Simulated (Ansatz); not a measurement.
Input file:

```
crystal:
  periodic: [false, false, false]
  atoms:
    - {symbol: Cl, position_ang: [-2.388010, -1.504740, -2.602222]}
    - {symbol: Cl, position_ang: [-1.299692, -3.071181, 0.176879]}
    - {symbol: F, position_ang: [0.125673, -0.358707, 2.293268]}
    - {symbol: F, position_ang: [0.722535, 1.519211, 0.618494]}
    - {symbol: "N", position_ang: [-1.316836, -0.049486, -0.037984]}
    - {symbol: Si, position_ang: [0.231639, -0.017594, 0.719530]}
    - {symbol: Si, position_ang: [-2.269750, -1.393132, -0.541494]}
    - {symbol: H, position_ang: [1.228019, -0.913079, 0.121920]}
    - {symbol: H, position_ang: [-1.703146, 0.875722, -0.228493]}
    - {symbol: H, position_ang: [-3.652036, -1.348812, -0.027935]}
basis:
  gaussian: {orbitals: def2-SVPD}
total_charge: 0
magnetization: {spin_polarized: false, initial_magnetization: 0}
hamiltonian: {xc: pbe0}
output: {forces: true, orbitals: {seedname: orbitals}}
```

Launched as:

```sh
ansatz run input.yaml --threads 2 --pin off --max-ram 4350MiB --events-out events.jsonl --progress --plain --runs-dir runs
```

Geometry: B3LYP-D3(BJ)/def2-SVP.

All numbers below come from isolated molecule in a Gaussian basis; Kohn-Sham density functional theory, functional PBE0 in Ansatz 0.2.0.

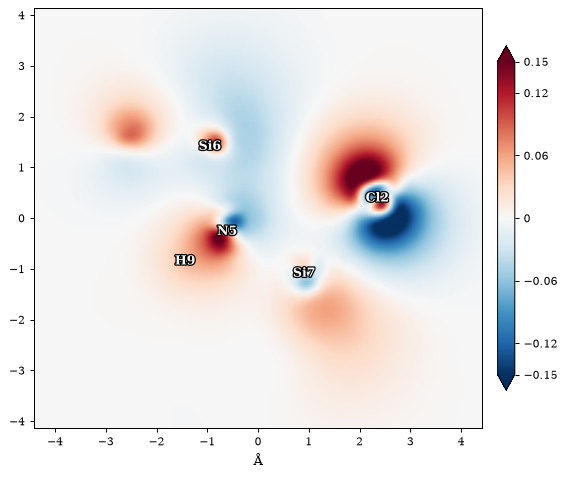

Cl2F2H3NSi2 (SMILES F[SiH](F)N[SiH](Cl)Cl). The HOMO on the plane of atoms Cl2, Si7 and N5 (values in Å⁻³ᐟ²; the overall sign is arbitrary).

Q: Describe this orbital and give its energy.

A: By Hirshfeld shares it lies mainly on N5 (about 50 %), Cl1 (about 15 %) and Si7 (about 10 %). Its energy is −9.00 eV.
